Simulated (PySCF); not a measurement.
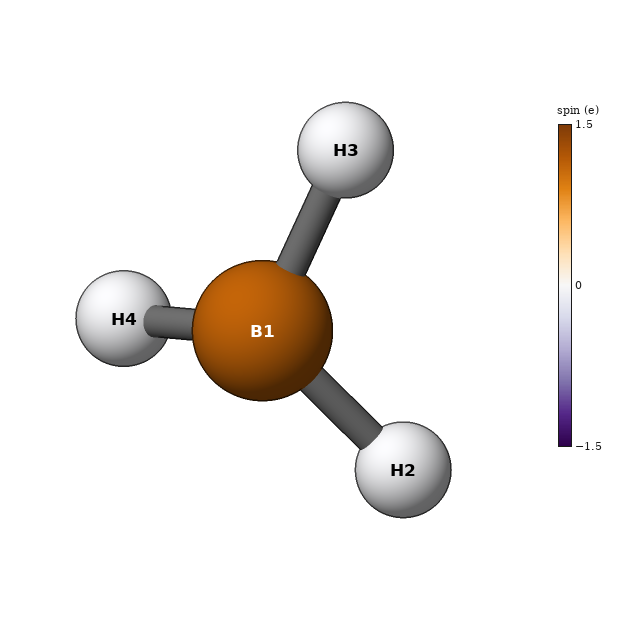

Atoms are coloured by their Mulliken spin populations. Charge −1, doublet. The computed structure is the end point of a GFN2-xTB optimisation. No frequency run is at hand to confirm it as a minimum. Properties computed with UKS B3LYP, pcH-1 on B H, non-relativistic (PySCF 2.14.0).

Give the Mulliken spin populations atom by atom.

| atom | value (e) |
| --- | --- |
| B1 | 1.13 |
| H2 | −0.04 |
| H3 | −0.04 |
| H4 | −0.04 |

Mulliken values depend strongly on the basis set. The geometry is semi-empirical. Around B such bond lengths and angles can be off by a tenth of an ångström or more and by several degrees, and values that hang on the shape move with them.
